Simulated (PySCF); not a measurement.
**C$_{4}$H$_{10}$O$_{2}$SSi$_{2}$ (SMILES C=CCOC(=O)[SiH2]S[SiH3]): density, localisation and related maps**

```xyz
19

C    -2.7777    0.5028   -0.7510
C    -2.7524    0.0138    0.4730
C    -1.7169   -0.9287    1.0094
O    -0.7172   -1.2712    0.0460
C     0.3709   -0.5222   -0.0247
O     0.5945    0.4182    0.7100
Si    1.5347   -1.1266   -1.4146
S     3.3135   -0.0249   -1.1796
Si    2.9562    1.5143    0.3510
H    -2.0306    0.2455   -1.4836
H    -3.5483    1.1811   -1.0713
H    -3.5086    0.2768    1.1996
H    -1.2295   -0.4768    1.8829
H    -2.1819   -1.8746    1.3045
H     1.7601   -2.5504   -1.2182
H     0.8722   -0.8389   -2.6824
H     2.8772    0.8762    1.6515
H     4.2541    2.1789    0.2312
H     1.9198    2.4158   -0.1145
```

Geometry: GFN2-xTB.

Method: PySCF, PBE0/pcSseg-1, SCF density, gas phase, non-relativistic.

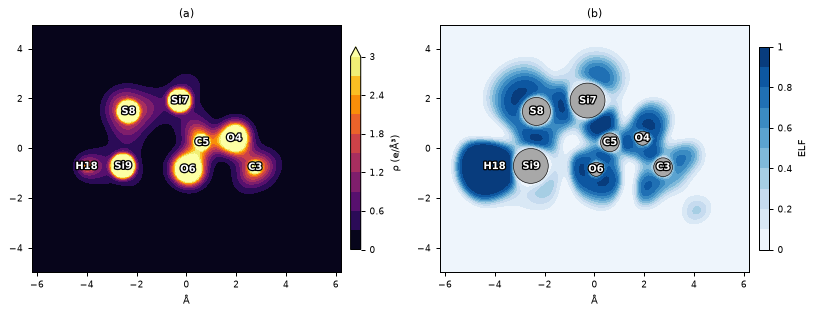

Figure 1. (a) total electron density; (b) electron localisation function on the plane of atoms S8, Si9 and H18. Grey discs cover the atomic cores in the ELF map.

Read the bonding off the picture.

Answer. The section cuts through C, O, Si, S and H sites. C–O (1.21 Å): ρ is about 3.3 e/Å³ halfway; the ELF peaks at about 0.85 between the atoms (a short, multiple covalent bond). C–Si (1.91 Å): ρ is about 0.93 e/Å³ halfway; the ELF peaks at about 1 between the atoms; a covalent bond. Si–S (2.11 Å): the density is about 0.88 e/Å³ at the midpoint; the ELF peaks at about 0.90 between the atoms, as expected for a covalent bond. C–O (1.32 Å): ρ at the midpoint is about 2.5 e/Å³; the ELF peaks at about 0.85 between the atoms (a polar covalent bond). The ELF also peaks beside O6, O4 and S8, away from the bonds: lone-pair regions.

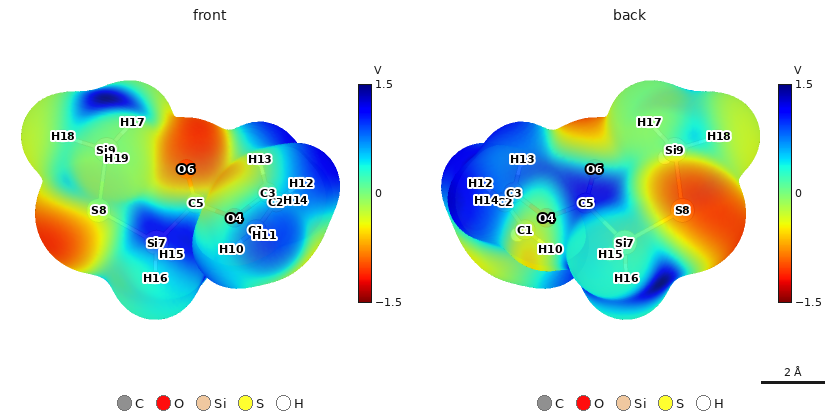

Figure 2. The electrostatic potential painted on the density surface at 0.002 e/bohr³, seen from the front and from behind; red is negative and blue positive.

Describe the electrostatic potential map.

Answer. The most negative region (about −1.1 V) lies over O6 and S8, the most positive (about +1.4 V) over C3, Si7 and Si9.

What dipole moment does the calculation give?

Answer. Its dipole moment is 3.75 D.
